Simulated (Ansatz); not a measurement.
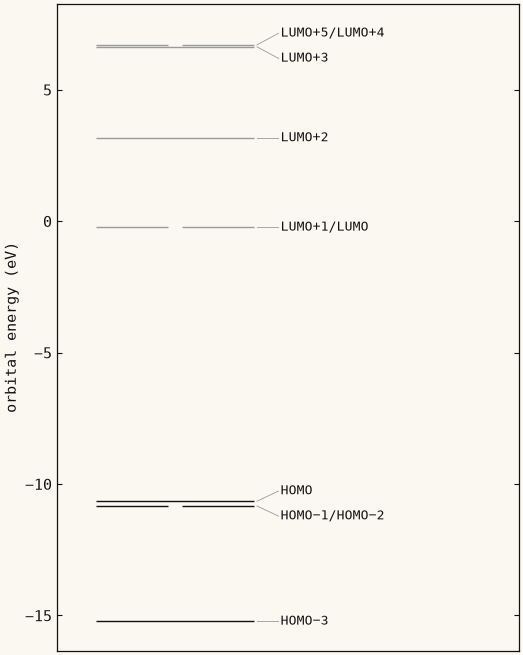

Kohn-Sham orbital energies near the frontier, LC-wPBE/def2-TZVPP with the Ansatz code, at a PBE0-D4/def2-TZVP geometry (a minimum by its frequencies), isolated molecule; empty levels in grey, levels within 0.03 eV side by side.

**Which molecule has this level scheme?**
A. SiS
B. MgS, singlet
C. NO₂⁺, SMILES O=[N+]=O

Option A. HOMO −10.66 eV, LUMO −0.24 eV, separation 10.42 eV.

Known limits of this run: empty levels above zero depend strongly on the basis.
